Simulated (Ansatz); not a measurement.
**Phonon calculation of CH₆O₂Sn**

The run: phonon calculation of CH₆O₂Sn. Method and program: RKS PBE0-D4/def2-SVP (Ansatz 0.2.0).

It belongs to a series of runs on one base structure; here: vibrations at the highest image of the band. Figures and captions count atoms from 1; the log counts them from 0 in places.

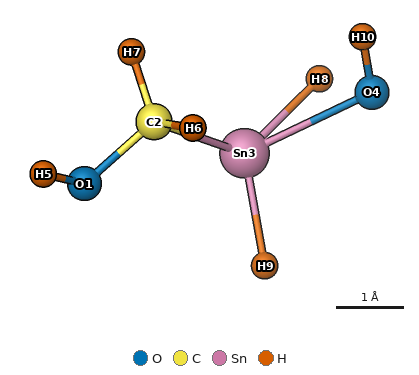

The input geometry (ball-and-stick view, seen at a tilt; atoms are numbered from 1 in the order of the input). Sticks mark near contacts.

**Input**
```yaml
crystal:
  periodic: [false, false, false]
  atoms:
    - { symbol: O, position_ang: [-2.110878, 0.625157, 0.05135] }
    - { symbol: C, position_ang: [-0.805344, 0.608834, -0.462523] }
    - { symbol: Sn, position_ang: [0.203582, -1.039754, 0.559962] }
    - { symbol: O, position_ang: [2.347558, -0.658575, 0.33298] }
    - { symbol: H, position_ang: [-2.596036, 1.356713, -0.344941] }
    - { symbol: H, position_ang: [-0.230187, 1.529152, -0.232924] }
    - { symbol: H, position_ang: [-0.769594, 0.451439, -1.557367] }
    - { symbol: H, position_ang: [1.594336, -1.937375, -0.048258] }
    - { symbol: H, position_ang: [-0.080413, -0.727174, 2.234782] }
    - { symbol: H, position_ang: [2.529977, -0.259517, -0.53026] }
basis:
  gaussian: { orbitals: def2-SVP }
hamiltonian:
  xc: pbe0
  dispersion: d4
phonons: {}
```

Launched with:
```bash
ansatz run input.yaml --threads 2 --pin off --max-ram 3072MiB --backend cpu --events-out ev --progress --plain --runs-dir out
```

**What the program printed**
```
Engine: ansatz 0.2.0, x86_64-unknown-linux-gnu
Functional definition: PBE0
  parameter a = 0.25
  parameter kappa = 0.804
  parameter beta = 0.06672455060314922
  exchange = (1 - a)*pbe_x(kappa = kappa, mu = beta*pi^2/3) + a*exact_x
  correlation = pbe_c(beta = beta)
1148 factors; integrals over basis functions are off by at most 4.2e-4 eV
mean field evaluation 1: about -11038.7103 eV, gradient 6.6e1 eV
mean field evaluation 2: about -10991.9715 eV, gradient 1.5e2 eV
mean field evaluation 4: about -11047.4500 eV, gradient 1.0e1 eV
mean field evaluation 8: about -11047.7054 eV, gradient 2.1e-1 eV
mean field evaluation 16: about -11047.7055 eV, gradient 3.7e-5 eV
mean field -11047.70550676 eV, -405.9956889697 hartree, gradient 3.7e-5 eV, S^2 0.000000; 0 other end points of the search recorded, 0 dependent functions left out
the calculation of the forces begins
reference -11047.70553549 eV, -405.9956900253 hartree; 25, 25 occupied and 73, 73 virtual orbitals, 1148 factors
these checks for a lower state are left out or cut short: stability, starts, cluster_reference, orbital_swaps, neighbouring_geometries, increment
1148 factors; integrals over basis functions are off by at most 4.1e-4 eV
mean field -11047.70535276 eV, -405.9956833105 hartree, gradient 1.9e-6 eV, S^2 0.000000; 0 other end points of the search recorded, 0 dependent functions left out
[... from here on the field's lines of each further geometry are left out, up to the last ...]
the calculation of the forces begins
reference -11047.70540220 eV, -405.9956851271 hartree; 25, 25 occupied and 73, 73 virtual orbitals, 1148 factors
these checks for a lower state are left out or cut short: stability, starts, cluster_reference, orbital_swaps, neighbouring_geometries, increment
1148 factors; integrals over basis functions are off by at most 4.2e-4 eV
mean field -11047.70538466 eV, -405.9956844827 hartree, gradient 2.3e-6 eV, S^2 0.000000; 0 other end points of the search recorded, 0 dependent functions left out
the calculation of the forces begins
reference -11047.70541340 eV, -405.9956855387 hartree; 25, 25 occupied and 73, 73 virtual orbitals, 1148 factors
WARN: phonons: modes at or below zero, which the zero-point energy, F, S and C_V leave out: 1, the lowest at -1272.69 cm⁻¹. A minimum has none, and a first-order saddle one
Total energy: -11047.84763217 eV, -406.0009119822 hartree
Atom 0 at    -2.110878     0.625157     0.051350 Å, force    -0.001700    -0.008525    -0.002208 eV/Å
Atom 1 at    -0.805344     0.608834    -0.462523 Å, force     0.003082     0.007487     0.010092 eV/Å
Atom 2 at     0.203582    -1.039754     0.559962 Å, force    -0.002590     0.002451    -0.000957 eV/Å
Atom 3 at     2.347558    -0.658575     0.332980 Å, force    -0.001550    -0.005093     0.002273 eV/Å
Atom 4 at    -2.596036     1.356713    -0.344941 Å, force     0.000987     0.006662     0.000256 eV/Å
Atom 5 at    -0.230187     1.529152    -0.232924 Å, force    -0.000687    -0.001703    -0.003898 eV/Å
Atom 6 at    -0.769594     0.451439    -1.557367 Å, force    -0.001092    -0.004702    -0.002170 eV/Å
Atom 7 at     1.594336    -1.937375    -0.048258 Å, force     0.004758     0.003515     0.000715 eV/Å
Atom 8 at    -0.080413    -0.727174     2.234782 Å, force    -0.000629    -0.001194    -0.000909 eV/Å
Atom 9 at     2.529977    -0.259517    -0.530260 Å, force    -0.000579     0.001102    -0.003193 eV/Å
Dipole moment:    -0.267371     0.326874    -0.524613 e Å
Vibrations: -1272.69 40.07 92.06 221.31 225.80 264.89 443.32 494.75 520.06 539.63 688.50 775.02 843.13 1111.62 1154.01 1219.10 1320.27 1489.09 1780.95 1875.44 2995.10 3059.81 3831.58 3860.35 cm⁻¹, zero-point energy 1.788215 eV
```

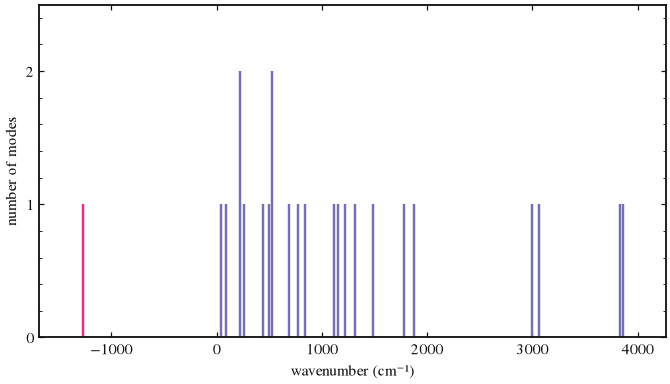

Harmonic vibrational wavenumbers from the force constants; neighbouring modes closer than 23 cm⁻¹ are counted in one stick, and imaginary ones are drawn at negative wavenumbers. 24 modes from 1273i to 3860 cm⁻¹, 1 imaginary beyond 8i (1273i cm⁻¹): a first-order saddle point, if the geometry is stationary.

**Results in brief**

- outcome: converged
- total energy: −11047.8476 eV
- mean-field energy: −11047.7055 eV
- largest force (length of the vector): 0.013 eV/Å
- hardware: 2 threads of AMD EPYC (Zen 5), 16 GiB of memory available, shared host
- wall time: 43 s (CPU time 84 s)
- peak memory: 0.23 GiB
